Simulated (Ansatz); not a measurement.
BGaH$_{7}$NO

The calculation's input:

```
crystal:
  periodic: [false, false, false]
  atoms:
    - {symbol: B, position_ang: [0.288390, 1.311794, -0.735868]}
    - {symbol: Ga, position_ang: [1.133020, -0.660115, 0.802282]}
    - {symbol: "N", position_ang: [0.933983, -0.099249, -1.143406]}
    - {symbol: O, position_ang: [0.389407, 1.202080, 0.828732]}
    - {symbol: H, position_ang: [-0.485304, 1.285112, 1.234809]}
    - {symbol: H, position_ang: [-0.875158, 1.357250, -1.060155]}
    - {symbol: H, position_ang: [0.981005, 2.219089, -1.119837]}
    - {symbol: H, position_ang: [0.310800, -0.689623, -1.690137]}
    - {symbol: H, position_ang: [1.808529, -0.012808, -1.656473]}
    - {symbol: H, position_ang: [-0.000075, -1.664571, 1.238147]}
    - {symbol: H, position_ang: [2.630784, -0.653382, 1.270372]}
basis:
  gaussian: {orbitals: def2-TZVPD}
total_charge: 0
hamiltonian: {xc: pbe0}
output: {forces: true, orbitals: {seedname: orbitals}}
```

Run with:

```sh
ansatz run input.yaml --threads 2 --pin off --max-ram 4350MiB --events-out events.jsonl --progress --plain --runs-dir runs
```

Geometry: B3LYP/6-31G*.

Level of theory: isolated molecule in a Gaussian basis; Kohn-Sham density functional theory, functional PBE0 (Ansatz).

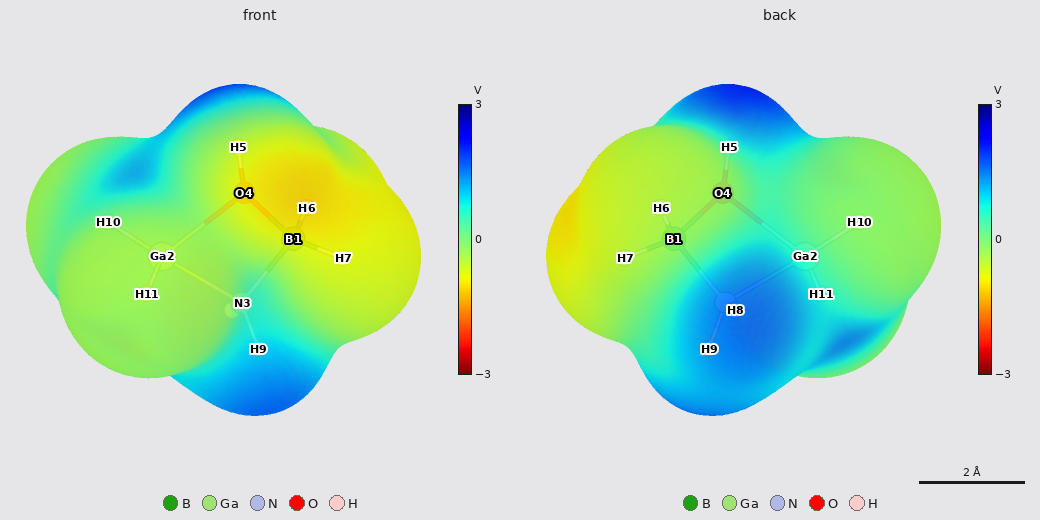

Figure 1. The electrostatic potential painted on the density surface at 0.001 e/bohr³, seen from the front and from behind; the colour scale runs from red (negative) to blue (positive).

Where is the surface potential most negative and most positive?

The most negative region (about −1.1 V) lies over O4, the most positive (about +2.0 V) over H5. O4 is the likeliest acceptor of a hydrogen bond.

How polar is the molecule by this calculation?

Its dipole moment is 1.93 D.

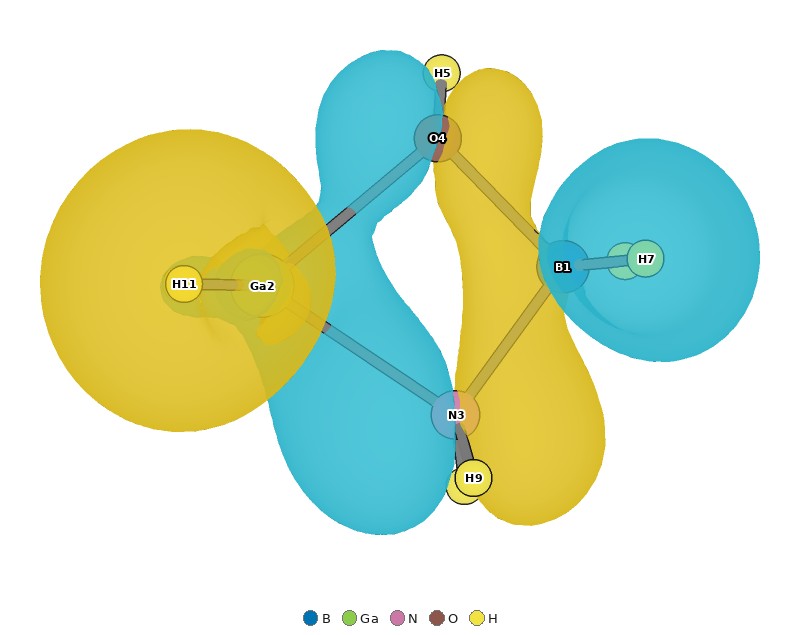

Figure 2. The HOMO−1 at ±0.08 Å⁻³ᐟ² (yellow and cyan are the two phases), seen at a tilt.

Where does this orbital lie, and at what energy?

By Hirshfeld shares it lies mainly on H11 (about 25 %), N3 (about 20 %), Ga2 (about 20 %), B1 (about 10 %), H7 (about 10 %) and O4 (about 5 %). Its energy is −8.49 eV.

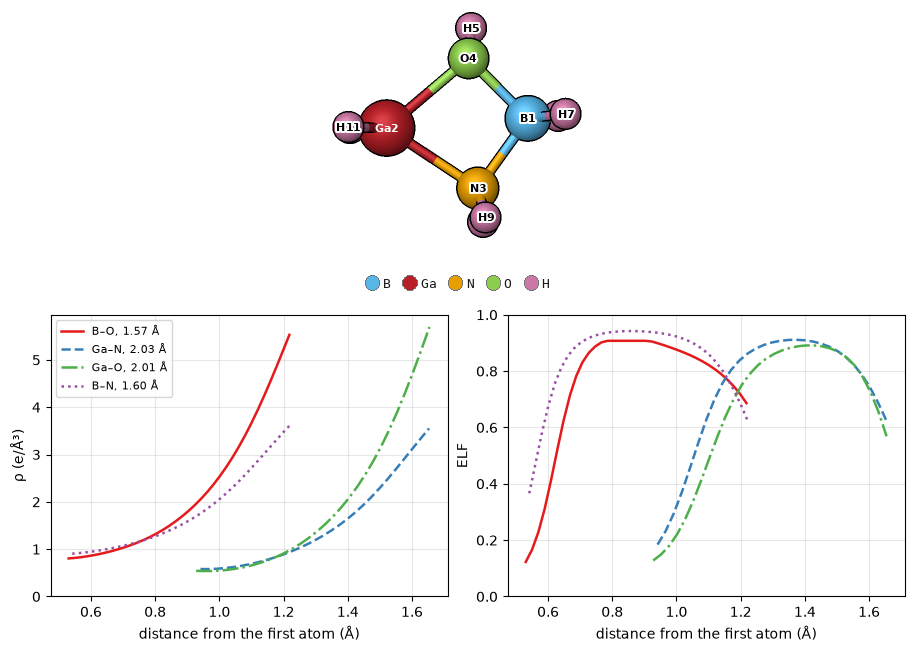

Figure 3. Electron density and ELF along straight lines between neighbouring atoms. The curves leave out the atomic cores. The structure is drawn too.

What can be read from the curves?

B–O (1.57 Å): ρ at the midpoint is about 1.3 e/Å³; the ELF peaks at about 0.90 between the atoms (a shared but strongly polarised pair).
Ga–N (2.03 Å): ρ is about 0.6 e/Å³ halfway; the ELF peaks at about 0.90 in the valence shell of N, 0.7 Å from its nucleus, and is about 0.35 at the midpoint.
Ga–O (2.01 Å): ρ at the midpoint is about 0.55 e/Å³; the ELF peaks at about 0.90 in the valence shell of O, 0.6 Å from its nucleus, and is about 0.20 at the midpoint.
B–N (1.60 Å): ρ is about 1.3 e/Å³ halfway; the ELF peaks at about 0.95 between the atoms (a polar covalent bond).

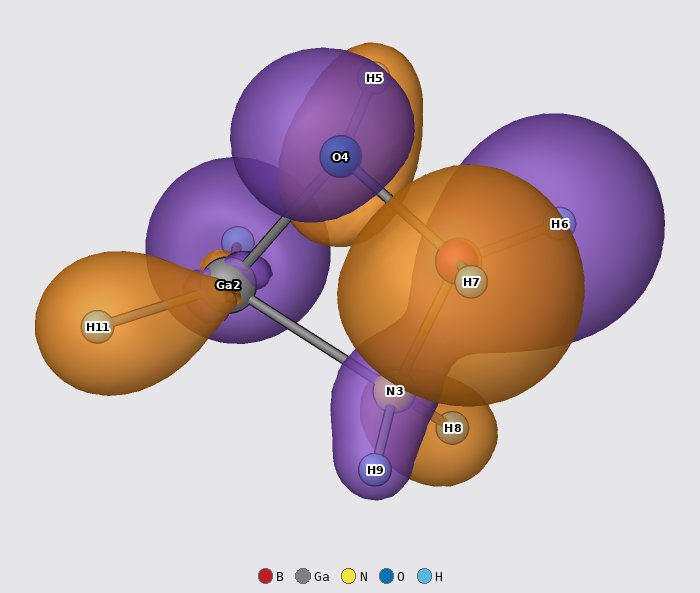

Figure 4. The HOMO at ±0.08 Å⁻³ᐟ² (orange and purple are the two phases), seen at a tilt.

What is the character of this orbital?

It lies mainly on B1 (about 25 %), H7 (about 20 %), O4 (about 20 %) and H6 (about 15 %). Its energy is −7.91 eV.
